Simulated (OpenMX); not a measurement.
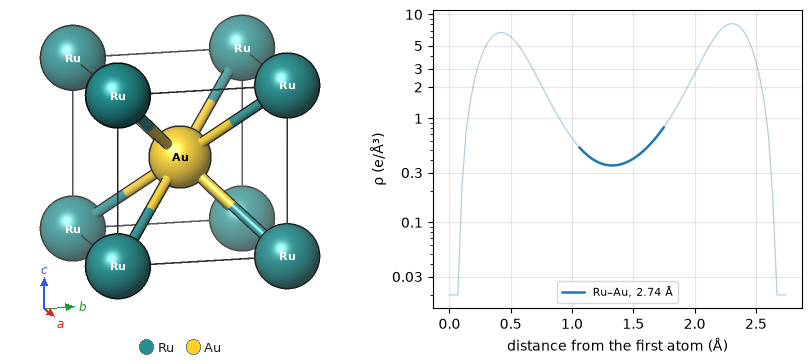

*RuAu. Valence charge density (pseudo) along straight lines between neighbouring atoms. Thin, pale parts lie inside the atomic spheres. The structure is drawn too.*

Space group Pm-3m; a generated structure, not necessarily the stable one; computed pressure about −11 GPa in this cell.

Method: Kohn-Sham DFT of a periodic cell, LDA, OpenMX 2013 LDA set (OpenMX).

The density is the valence pseudo-density of a pseudopotential calculation; it isn't the true density close to the nuclei.

```
Ru Au
1.0
     3.16481    0.00000    0.00000
     0.00000    3.16481    0.00000
     0.00000    0.00000    3.16481
Ru Au
1 1
Direct
  0.00000 0.00000 0.00000
  0.50000 0.50000 0.50000
```

Question: What can be read from the curves?

Answer: Ru–Au (2.74 Å): the density is about 0.36 e/Å³ at the midpoint.
